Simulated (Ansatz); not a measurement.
# SiPNH (quartet): one geometry, many settings

Aim: run SiPNH (quartet) at one geometry under a spread of methods and options, and see what each costs and gives.

The runs use Ansatz 0.2.0, Gaussian basis; the settings change from run to run.

31 further runs of the same task are left out: 16 that didn't finish, 15 set aside as unsound or not needed.

**1. What is computed**

The geometry is a PBE0/def2-TZVP stationary point (not a proven minimum).

4 atoms, charge 0, spin multiplicity 4.

Atoms are counted from 1 here; the program's logs count them from 0.

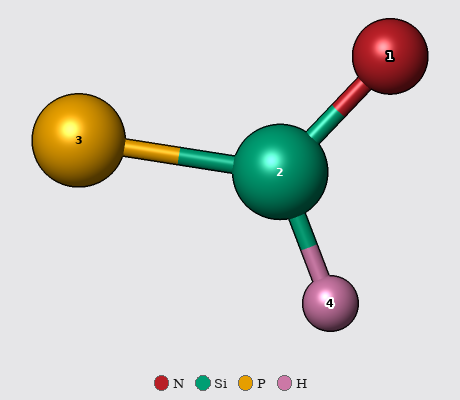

The structure; nitrogen red, silicon teal, phosphorus amber, hydrogen pink; atoms are numbered from 1 in the order of the file.

As a file:

```xyz
4
HNPSi
N     0.0000   -0.6537    1.9089
Si    0.0000    0.4249    0.6154
P     0.0000   -0.1504   -1.4531
H     0.0000    1.8658    0.9782
```

**2. MP2 on UHF/def2-SVP**

Input file in.yaml:

```yaml
crystal:
  periodic: [false, false, false]
  atoms:
    - {symbol: N, position_ang: [0.000000, -0.653684, 1.908908]}
    - {symbol: Si, position_ang: [0.000000, 0.424943, 0.615445]}
    - {symbol: P, position_ang: [0.000000, -0.150432, -1.453120]}
    - {symbol: H, position_ang: [0.000000, 1.865832, 0.978241]}
basis:
  gaussian: {orbitals: def2-SVP}
magnetization: {spin_polarized: true, initial_magnetization: 3}
correlation: {method: mp2, electrons: valence}
accuracy: high
```

Run with:

```
$ ansatz run in.yaml --threads 1 --pin off --events-out ev --progress --plain --max-ram 2393MiB
```

Log:

```text
Functional definition: HF
  name "HF"
  cite "Fock, Z. Phys. 61, 126 (1930) doi:10.1007/BF01340294"
  parent pbe
  exchange = exact_x
  correlation = 0
1045 factors; integrals over basis functions are off by at most 4.0e-9 eV
mean field evaluation 1: about -18615.1416 eV, gradient 2.8e1 eV
mean field evaluation 2: about -18615.1495 eV, gradient 2.8e1 eV
mean field evaluation 4: about -18621.4605 eV, gradient 5.1e0 eV
mean field evaluation 8: about -18622.5048 eV, gradient 3.7e-1 eV
mean field evaluation 16: about -18622.5128 eV, gradient 6.4e-8 eV
mean field evaluation 32: about -18620.5962 eV, gradient 2.9e-6 eV
mean field evaluation 64: about -18619.6686 eV, gradient 7.7e-1 eV
mean field evaluation 96: about -18621.7933 eV, gradient 3.7e0 eV
mean field -18622.51279305 eV, -684.3647223519 hartree, gradient 6.4e-8 eV, S^2 4.217037; 10 other end points of the search recorded, 0 dependent functions left out
11 core orbitals not correlated: weight in the atoms' cores, before any rotation towards them, 1.000 or more for the frozen orbitals, at most 0.000 for the correlated occupied ones
reference -18622.51279305 eV, -684.3647223519 hartree; 9, 6 occupied and 35, 38 virtual orbitals, 1045 factors
second order -7.05363197 eV of doubles, -0.00000000 eV of singles
Total energy: -18629.56642501 eV, -684.6239385455 hartree
```

Run time: 12 s. Hardware: 1 thread of Intel Xeon at 2.50GHz, shared host.

From the report: ⟨S²⟩ of the determinant 4.217 (pure quartet: 3.75).

**3. CASSCF(3,7)/STO-3G**

in.yaml: that of step 2 with these lines changed.

```diff
@@ -8,5 +8,5 @@
 basis:
-  gaussian: {orbitals: def2-SVP}
-magnetization: {spin_polarized: true, initial_magnetization: 3}
-correlation: {method: mp2, electrons: valence}
-accuracy: high
+  gaussian: {orbitals: STO-3G}
+magnetization: {spin_polarized: false, initial_magnetization: 3}
+correlation: {active_space: {window: {electrons: 3, orbitals: 7}, states: [{multiplicity: 4, weights: [1, 1]}]}}
+scf: {lower_state_search: off}
```

The command is unchanged.

Log:

```text
Functional definition: HF
  name "HF"
  cite "Fock, Z. Phys. 61, 126 (1930) doi:10.1007/BF01340294"
  parent pbe
  exchange = exact_x
  correlation = 0
these checks for a lower state are left out or cut short: stability, starts, cluster_reference, orbital_swaps, neighbouring_geometries, increment
422 factors; integrals over basis functions are off by at most 2.7e-8 eV
mean field evaluation 1: about -18406.1596 eV, gradient 3.6e1 eV
mean field evaluation 2: about -18406.1764 eV, gradient 3.6e1 eV
mean field evaluation 4: about -18412.0511 eV, gradient 1.5e1 eV
mean field evaluation 8: about -18413.9669 eV, gradient 4.9e-1 eV
mean field -18413.96650358 eV, -676.7007875717 hartree, gradient 7.1e-7 eV, S^2 3.750000; 0 other end points of the search recorded, 0 dependent functions left out
reference -18413.96650358 eV, -676.7007875717 hartree; 20, 17 occupied and 4, 7 virtual orbitals, 422 factors
state -18413.57077046 eV, -676.6862446478 hartree
state -18409.35885855 eV, -676.5314597401 hartree
Total energy: -18411.46481450 eV, -676.6088521939 hartree
Checks for a lower state left out: stability, starts, cluster_reference, orbital_swaps, neighbouring_geometries, increment
```

It took 0.73 s on 1 thread of Intel Xeon at 2.50GHz, shared host.

From the report: 35 determinants; active occupations (of the averaged states) 1.00, 1.00, 0.50, 0.50, 0.00, 0.00, 0.00.

**4. BCCD on ROHF/6-31G**

in.yaml: that of step 3 with these lines changed.

```diff
@@ -8,5 +8,5 @@
 basis:
-  gaussian: {orbitals: STO-3G}
+  gaussian: {orbitals: 6-31G}
 magnetization: {spin_polarized: false, initial_magnetization: 3}
-correlation: {active_space: {window: {electrons: 3, orbitals: 7}, states: [{multiplicity: 4, weights: [1, 1]}]}}
-scf: {lower_state_search: off}
+correlation: {method: bccd, electrons: outside_noble_gas}
+accuracy: high
```

Launched as before.

Log, shortened:

```text
Functional definition: HF
  name "HF"
  cite "Fock, Z. Phys. 61, 126 (1930) doi:10.1007/BF01340294"
  parent pbe
[...]
838 factors; integrals over basis functions are off by at most 4.2e-9 eV
[...]
mean field -18624.97051002 eV, -684.4550417849 hartree, gradient 7.0e-8 eV, S^2 3.750000; 22 other end points of the search recorded, 0 dependent functions left out
[...]
determinant -18624.97051002 eV, -684.4550417849 hartree, with singles and doubles -18630.65941327 eV, -684.6641051232 hartree
determinant -18624.82658631 eV, -684.4497526858 hartree, with singles and doubles -18630.69534961 eV, -684.6654257594 hartree
determinant -18624.58659274 eV, -684.4409330852 hartree, with singles and doubles -18630.70071487 eV, -684.6656229291 hartree
determinant -18623.64280066 eV, -684.4062493656 hartree, with singles and doubles -18628.31845196 eV, -684.5780763818 hartree
[...]
determinant -18624.97051002 eV, -684.4550417849 hartree, with singles and doubles -18630.72032932 eV, -684.6663437467 hartree
determinant -18624.82658631 eV, -684.4497526858 hartree, with singles and doubles -18630.70450142 eV, -684.6657620821 hartree
determinant -18624.58659274 eV, -684.4409330852 hartree, with singles and doubles -18630.70319428 eV, -684.6657140454 hartree
unrestricted determinant -18626.10479541 eV, -684.4967260041 hartree, S^2 4.2655
11 core orbitals not correlated: weight in the atoms' cores, before any rotation towards them, 1.000 or more for the frozen orbitals, at most 0.000 for the correlated occupied ones
reference -18624.58659275 eV, -684.4409330852 hartree; 9, 6 occupied and 17, 20 virtual orbitals, 838 factors
second order -5.03454949 eV of doubles, -0.41999581 eV of singles
cycle   1  -6.12509146 eV  change   -8.5e-3 eV  update   2.0e-2
[...]
cycle  34  -6.11601031 eV  change  -3.2e-10 eV  update   1.1e-9
WARN: these amplitudes may be one of several solutions (largest doubles amplitude 0.12, level shift 0.73 eV)
Total energy: -18630.70260305 eV, -684.6656923183 hartree
```

Wall time 35 s (1 thread of Intel Xeon at 2.50GHz, shared host).

From the report: correlation -6.1160 eV; largest double amplitude 0.12. The report flags that the cluster equations may have other roots.

**5. CCSD on UHF/cc-pVDZ**

in.yaml: that of step 4 with these lines changed.

```diff
@@ -8,5 +8,5 @@
 basis:
-  gaussian: {orbitals: 6-31G}
-magnetization: {spin_polarized: false, initial_magnetization: 3}
-correlation: {method: bccd, electrons: outside_noble_gas}
-accuracy: high
+  gaussian: {orbitals: cc-pVDZ}
+magnetization: {spin_polarized: true, initial_magnetization: 3}
+correlation: {method: ccsd, electrons: outside_noble_gas, diis_vectors: 12}
+scf: {omitted_lower_state_checks: [cluster_reference]}
```

Same command.

Log, shortened:

```text
Functional definition: HF
  name "HF"
  cite "Fock, Z. Phys. 61, 126 (1930) doi:10.1007/BF01340294"
  parent pbe
[...]
555 factors; integrals over basis functions are off by at most 1.0e-3 eV
[...]
mean field -18629.39759661 eV, -684.6177342162 hartree, gradient 2.5e-6 eV, S^2 4.211462; 8 other end points of the search recorded, 0 dependent functions left out
11 core orbitals not correlated: weight in the atoms' cores, before any rotation towards them, 1.000 or more for the frozen orbitals, at most 0.000 for the correlated occupied ones
reference -18629.39759661 eV, -684.6177342162 hartree; 9, 6 occupied and 35, 38 virtual orbitals, 555 factors
second order -7.14932746 eV of doubles, -0.00000000 eV of singles
cycle   1  -8.02972102 eV  change   -8.8e-1 eV  update   1.1e-1
[...]
cycle  17  -8.69837390 eV  change    1.1e-6 eV  update   1.2e-5
Total energy: -18638.09597051 eV, -684.9373935610 hartree
Checks for a lower state left out: cluster_reference
```

It took 11 s on 1 thread of Intel Xeon at 2.50GHz, shared host.

From the report: ⟨S²⟩ of the determinant 4.211 (pure quartet: 3.75); correlation -8.6984 eV; T1 0.049; largest double amplitude 0.10.

**6. BCCD on UHF/cc-pVDZ**

in.yaml: that of step 5 with these lines changed.

```diff
@@ -10,3 +10,3 @@
 magnetization: {spin_polarized: true, initial_magnetization: 3}
-correlation: {method: ccsd, electrons: outside_noble_gas, diis_vectors: 12}
-scf: {omitted_lower_state_checks: [cluster_reference]}
+correlation: {method: bccd, electrons: outside_noble_gas}
+output: {forces: true}
```

The command is unchanged.

Log, shortened:

```text
Functional definition: HF
  name "HF"
  cite "Fock, Z. Phys. 61, 126 (1930) doi:10.1007/BF01340294"
  parent pbe
[...]
555 factors; integrals over basis functions are off by at most 1.0e-3 eV
[...]
mean field -18629.39759661 eV, -684.6177342162 hartree, gradient 2.5e-6 eV, S^2 4.211462; 13 other end points of the search recorded, 0 dependent functions left out
determinant -18629.39759661 eV, -684.6177342162 hartree, with singles and doubles -18638.07131914 eV, -684.9364876397 hartree
determinant -18627.51384833 eV, -684.5485077438 hartree, with singles and doubles -18636.10980114 eV, -684.8644031829 hartree
determinant -18627.19019716 eV, -684.5366137826 hartree, with singles and doubles -18636.23789971 eV, -684.8691107188 hartree
determinant -18626.94899601 eV, -684.5277498038 hartree, with singles and doubles -18635.79991936 eV, -684.8530152374 hartree
[...]
11 core orbitals not correlated: weight in the atoms' cores, before any rotation towards them, 1.000 or more for the frozen orbitals, at most 0.000 for the correlated occupied ones
reference -18629.39759661 eV, -684.6177342162 hartree; 9, 6 occupied and 35, 38 virtual orbitals, 555 factors
second order -7.14932746 eV of doubles, -0.00000000 eV of singles
cycle   1  -8.63830617 eV  change    3.5e-2 eV  update   3.0e-2
[...]
cycle  20  -8.64349338 eV  change   -2.5e-7 eV  update   8.2e-7
[...]
Total energy: -18638.04108999 eV, -684.9353767390 hartree
Atom 0 at     0.000000    -0.653684     1.908908 Å, force     0.000000    -0.662421     0.770389 eV/Å
Atom 1 at     0.000000     0.424943     0.615445 Å, force    -0.000000     0.789553    -0.007191 eV/Å
Atom 2 at     0.000000    -0.150432    -1.453120 Å, force    -0.000000    -0.198801    -0.749436 eV/Å
Atom 3 at     0.000000     1.865832     0.978241 Å, force    -0.000000     0.071668    -0.013761 eV/Å
Dipole moment:     0.000000     0.315009    -0.313766 e Å
```

Run time: 50 s. Hardware: 1 thread of Intel Xeon at 2.50GHz, shared host; peak memory 0.25 GiB.

From the report: ⟨S²⟩ of the determinant 4.211 (pure quartet: 3.75); correlation -8.6435 eV; largest double amplitude 0.09.

**7. All runs side by side**

 † marks a result that the program doubts.

```tsv
level	correlated	functions	energy (eV)	time
MP2 on UHF/def2-SVP	valence	55	-18629.5664	12 s
CASSCF(3,7)/STO-3G (mean of several states)		24	-18411.4648	0.73 s
BCCD on ROHF/6-31G †	outside noble gas	37	-18630.7026	35 s
CCSD on UHF/cc-pVDZ	outside noble gas	55	-18638.0960	11 s
BCCD on UHF/cc-pVDZ	outside noble gas	55	-18638.0411	50 s
```

**8. What came out**

| quantity | value |
| --- | --- |
| runs | 5 |
| quickest | CASSCF(3,7)/STO-3G (mean of several states), 0.73 s |
| slowest | BCCD on UHF/cc-pVDZ, 50 s |

Total energies in different bases, with other cores or another treatment of relativity can't be set against each other. BCCD on UHF/cc-pVDZ took 68 times as long as CASSCF(3,7)/STO-3G (mean of several states); the jobs differ in more than the method.
